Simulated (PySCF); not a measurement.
```csv
atom,x (Å),y (Å),z (Å)
Nb,0.1242,0.0193,0.1686
C,-0.0564,0.2604,2.0352
H,-1.1649,0.2284,2.1182
H,0.4671,0.4040,2.9872
C,2.1425,-0.0213,-0.5358
H,2.3056,0.7148,-1.3445
H,2.4308,-1.0213,-0.9082
H,2.8189,0.2382,0.3002
C,-1.0548,1.5788,-0.7107
H,-2.0156,1.8161,-0.2297
H,-1.2297,1.3574,-1.7800
H,-0.4190,2.4847,-0.6499
C,-0.9783,-1.7636,-0.2793
H,-1.9587,-1.8767,0.2083
H,-0.3391,-2.6017,0.0608
H,-1.1070,-1.8517,-1.3741
```

Geometry: PBE0-D3(BJ)/def2-SVP; core potentials replace the inner electrons of Nb.

All numbers below come from PySCF 2.14.0, CAM-B3LYP/def2-SVPD, SCF density, gas phase, scalar-relativistic core potentials on the heavy atoms.

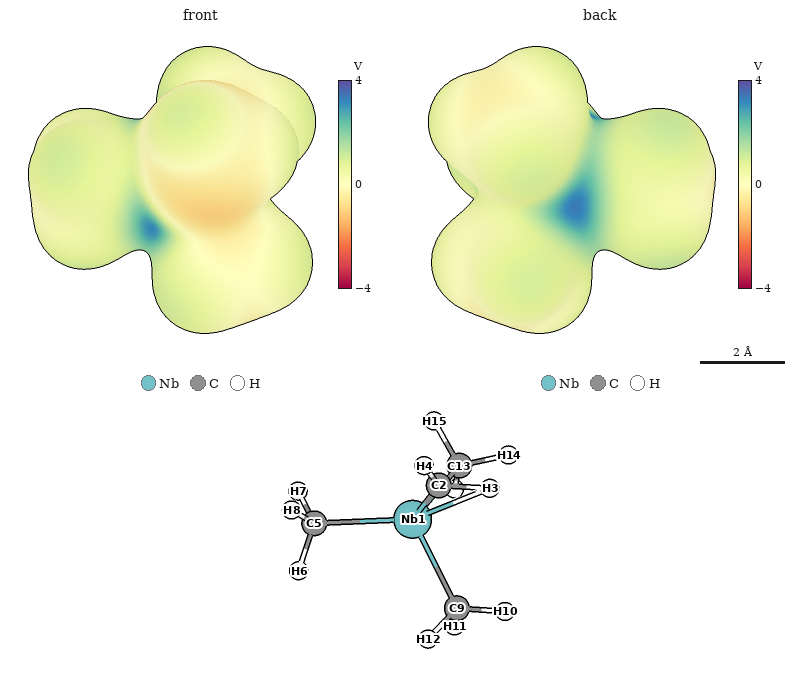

C4H11Nb. The electrostatic potential painted on the density surface at 0.004 e/bohr³, seen from the front and from behind; red is negative and blue positive. The bare structure is drawn below in the same view.

Which sites attract a positive test charge, and which a negative one?

A positive charge is drawn to the negative regions and a negative charge to the positive ones. The most negative region (about −1.0 V, or −23 kcal/mol for a unit charge) lies over the π face of C2, the most positive (about +3.1 V, or +71 kcal/mol for a unit charge) over Nb1.

How polar is the molecule by this calculation?

Its dipole moment is 1.05 D.
